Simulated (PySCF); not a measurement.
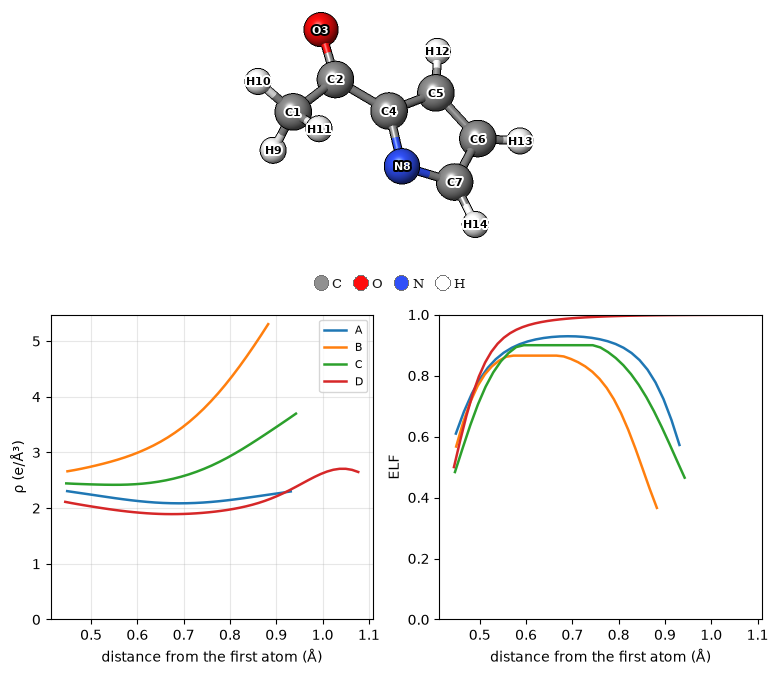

Figure 1: C$_{6}$H$_{6}$NO (SMILES CC(=O)c1ccc[n-]1) (charge −1). Total electron density and electron localisation function along straight lines between neighbouring atoms. The curves leave out the atomic cores. The structure is drawn too.

Geometry: GFN2-xTB.

These are results of PBE0/pcSseg-1, SCF density, gas phase, non-relativistic (PySCF 2.14.0), not measurements.

The calculation's input:

```
{"job": {"kind": "nmr", "xc": "PBE0", "basis": "pcSseg-1"}, "charge": -1, "multiplicity": 1}
C     -2.318838     0.163552     0.078299
C     -1.211426    -0.291936     1.030019
O     -1.510582    -0.767116     2.134042
C      0.108387    -0.114368     0.543000
C      1.324061    -0.427888     1.194116
C      2.330560    -0.070523     0.320745
C      1.679093     0.439463    -0.814420
N      0.361635     0.418682    -0.698038
H     -2.316321     1.250622     0.024393
H     -3.288536    -0.180567     0.437405
H     -2.121877    -0.220179    -0.918291
H      1.418690    -0.859484     2.176311
H      3.398061    -0.160963     0.465046
H      2.146415     0.820233    -1.714765
```

Launched as:

```sh
OMP_NUM_THREADS=1 python probes_run.py task.json out
```

Q: Which curve belongs to which contact (C–C, C–H, C–N and C–O)? The first atom named is at distance zero.

A: Curve A: C–C (1.38 Å): the density is about 2.1 e/Å³ at the midpoint; the ELF peaks at about 0.95 between the atoms; a covalent bond. Curve B: C–O (1.24 Å): ρ is about 3.1 e/Å³ halfway; the ELF peaks at about 0.85 between the atoms: a short, strongly polar bond. Curve C: C–N (1.32 Å): ρ is about 2.5 e/Å³ halfway; the ELF peaks at about 0.90 between the atoms: a covalent bond. Curve D: C–H (1.08 Å): the density is about 2 e/Å³ at the midpoint; the ELF climbs to about 1 towards the hydrogen, as it does in any bond to H; an ordinary covalent bond to hydrogen.
